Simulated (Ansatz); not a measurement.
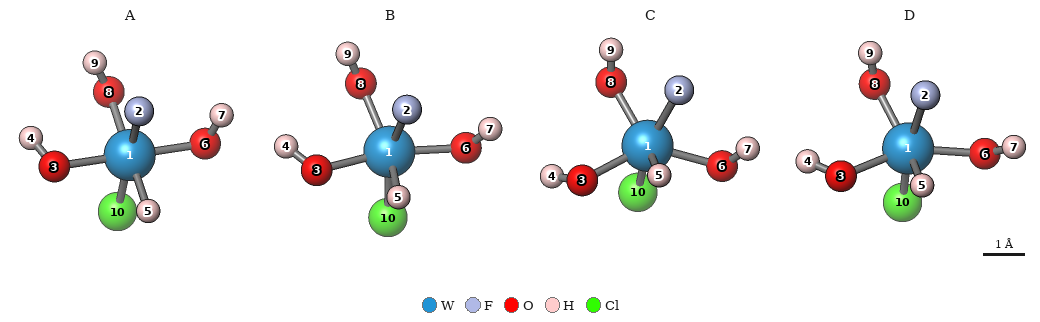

4 geometries from one relaxation of WH4O3ClF, in shuffled order. A ball-and-stick model, seen face on.

The run prepares the start of a later molecular dynamics calculation, from a guessed geometry.

All numbers below come from RKS PBE/def2-SVP (Ansatz). (no spin polarisation; force threshold 0.02 eV/Å; at most 40 steps)

Order the frames from highest to lowest energy.

A, B, D, C. They are steps 0, 4, 8, 28, at +126.8 kJ/mol, +14.0 kJ/mol, +5.33 kJ/mol relative to the last. The atom that moves furthest after the best rigid fit is H5 (1.01 Å). By element the largest moves are H 1.01 Å, F 0.88 Å, O 0.58 Å, Cl 0.54 Å, W 0.28 Å. Some distances before and after: W1–F2 1.850 → 1.939 Å, W1–Cl10 2.390 → 2.334 Å, W1–O3 1.940 → 1.911 Å, O3–H4 1.010 → 0.983 Å. Among the angles between lasting bonds that change: H5–W1–O8 180.0° → 135.8°, O3–W1–O6 180.0° → 136.2°, O6–W1–O8 90.0° → 129.2°. The energy falls by 126.8 kJ/mol in 24 accepted moves (28 points after the start). The largest force component goes from 4.4 to 0.0091 eV/Å. The line search rejected the trial steps at points 10, 16, 18, 21 of the run.
